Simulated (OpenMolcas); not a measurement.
**Ru⁴⁺ among point charges: CASSCF and CASPT2 levels and susceptibility**

How does a field of 4 point charges split the states of Ru⁴⁺, and what χT follows?

The numbers are computed with OpenMolcas 26.06 (state-averaged CASSCF and CASPT2, spin-orbit coupling by RASSI with atomic mean-field integrals), except any that are marked as measured or tabulated.

### Step 1. The atom as given

- Species: Ru⁴⁺ (ruthenium, Z = 44, 40 electrons)
- Basis: ANO-RCC-VDZP [6s5p3d1f], 43 functions
- Scalar Hamiltonian: DKH2, point nucleus
- Inactive shells: 1s 2s 2p 3s 3p 3d 4s 4p
- Active space: 4 electrons in 5 orbitals (4d)
- Some configurations of this space: 4d4
- Orbitals: optimised for each spin and parity, averaged over all roots

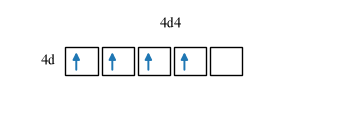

Outer shells as boxes.

The ion sits among 4 point charges of -0.98 e arranged as a square (D4h), 2.07 Å from the ion.

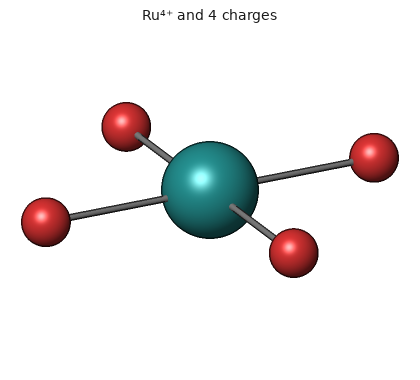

The ion and the point charges (red).

The work runs as a chain of OpenMolcas steps in one folder; each step below is one input file. Labels, J, g values, rates, χT and fits are worked out afterwards by a script from the matrices that RASSI stores. The input lists half of the charges; inversion (Group=XYZ) makes the rest.

### Step 2. Basis and integrals

a.inp reads:

```
&GATEWAY
Coord
1

Ru 0.0 0.0 0.0
Basis=ANO-RCC-VDZP
Group=XYZ
NoMove
AngMom=0.0 0.0 0.0
AMFI
XField
2 Angstrom 0
2.070000 0.000000 0.000000 -0.980000
0.000000 2.070000 0.000000 -0.980000
&SEWARD
```

The run is started by

```bash
$ OMP_NUM_THREADS=1 MOLCAS_MEM=1689 MOLCAS_PROJECT=a pymolcas a.inp > a.log
```

### Step 3. CASSCF: quintets of even parity, 5 roots

a.inp reads:

```
&RASSCF
FileOrb=start.orb
Symmetry=1
Spin=5
nActEl=4 0 0
Inactive=9 9
Ras2=5 0
CIRoot=5 5 1
SDav=5
CIMx=300
Iter=120 100
PrWF=0.3
OrbListing=Nothing
MaxOrb=0
>>> COPY $Project.JobIph JOB001
```

start.orb holds the contracted functions of the basis, ordered by shell, or the orbitals of the step before.

### Step 4. Reference wave functions, triplets of even parity, 45 roots

a.inp reads:

```
&RASSCF
FileOrb=start.orb
Symmetry=1
Spin=3
nActEl=4 0 0
Inactive=9 9
Ras2=5 0
CIRoot=45 45 1
SDav=45
CIMx=300
Iter=120 100
PrWF=0.3
OrbListing=Nothing
MaxOrb=0
>>> COPY $Project.JobIph JOB002
```

### Step 5. CASSCF: singlets of even parity, 50 roots

a.inp reads:

```
&RASSCF
FileOrb=start.orb
Symmetry=1
Spin=1
nActEl=4 0 0
Inactive=9 9
Ras2=5 0
CIRoot=50 50 1
SDav=50
CIMx=300
Iter=120 100
PrWF=0.3
OrbListing=Nothing
MaxOrb=0
>>> COPY $Project.JobIph JOB003
```

### Step 6. State interaction with spin-orbit coupling

a.inp reads:

```
&RASSI
NrOfJobIphs=3 5 45 50
1 2 3 4 5
1 2 3 4 5 6 7 8 9 10 11 12 13 14 15 16 17 18 19 20 21 22 23 24 25 26 27
28 29 30 31 32 33 34 35 36 37 38 39 40 41 42 43 44 45
1 2 3 4 5 6 7 8 9 10 11 12 13 14 15 16 17 18 19 20 21 22 23 24 25 26 27
28 29 30 31 32 33 34 35 36 37 38 39 40 41 42 43 44 45 46 47 48 49 50
IphNames
JOB001
JOB002
JOB003
EJob
SpinOrbit
DIPRint=1.0
SOCoupling=1000.0
Subsets=2
Property=9
'ANGMOM' 1 'ANGMOM' 2 'ANGMOM' 3 'MLTPL  1' 1 'MLTPL  1' 2 'MLTPL  1' 3
'AMFI' 1 'AMFI' 2 'AMFI' 3
SOProperty=3
'ANGMOM' 1 'ANGMOM' 2 'ANGMOM' 3
```

### Step 7. CASPT2: IPEA 0.25, imaginary shift 0.1 (closed shells correlated: 4s 4p)

a.inp reads:

```
>>> COPY JOB001 $Project.JobIph
&CASPT2
Multistate=5 1 2 3 4 5
NoMult
Frozen=8 6
IPEA=0.25
Imaginary=0.1
MaxIter=60
WThr=0.0 0.3 0.05
PrWF=0.5
NoMix
>>> COPY JOB002 $Project.JobIph
&CASPT2
Multistate=45 1 2 3 4 5 6 7 8 9 10 11 12 13 14 15 16 17 18 19 20 21 22
23 24 25 26 27 28 29 30 31 32 33 34 35 36 37 38 39 40 41 42 43 44 45
NoMult
Frozen=8 6
IPEA=0.25
Imaginary=0.1
MaxIter=60
WThr=0.0 0.3 0.05
PrWF=0.5
NoMix
>>> COPY JOB003 $Project.JobIph
&CASPT2
Multistate=50 1 2 3 4 5 6 7 8 9 10 11 12 13 14 15 16 17 18 19 20 21 22
23 24 25 26 27 28 29 30 31 32 33 34 35 36 37 38 39 40 41 42 43 44 45 46
47 48 49 50
NoMult
Frozen=8 6
IPEA=0.25
Imaginary=0.1
MaxIter=60
WThr=0.0 0.3 0.05
PrWF=0.5
NoMix
```

(Steps that only read results are left out.)

**Question.** What will these runs give? Wanted: spin-free ground state; first state of the same spin within the active space; lowest level; next level.

The runs gave:

| quantity | value |
| --- | --- |
| method | SS-CASPT2, IPEA 0.25, imaginary shift 0.1 (closed shells correlated: 4s 4p) |
| spin-free ground state | 5B1, 1-fold in its orbital part |
| first state of the same spin within the active space | 5B2 at 3170 cm⁻¹ |
| lowest level | 1-fold A1 |
| next level | 19.8 cm⁻¹ |
| χT at 300 K | 1.63 cm³ K/mol |
| effective moment at 300 K | 3.61 μB |

Cost by method:

| method | time of its own steps | time with the reference |
| --- | --- | --- |
| A. CASSCF | 15 s | 15 s |
| B. SS-CASPT2, IPEA 0.25, imaginary shift 0.1, +4s 4p | 4.6 s | 20 s |

Times are of one thread on a shared host.

In words: The spin-free ground state (5B1) comes to 100 % from free-ion D terms and keeps the highest spin of the shell. χT at 300 K is 1.63, against 3.01 cm³ K/mol for the spin alone, so spin-orbit coupling lowers it. An active space of the d shell alone favours high spin; real ions in strong fields can be low spin. CASPT2 does not keep the components of a term degenerate, and the means are used. The field of point charges can differ much from that of real complexes. With metal d orbitals alone active, the gaps between spin states are rough; where two lie within a few thousand cm-1, their order is open. Point charges carry no covalency, so the field is a model and not that of real ligands.
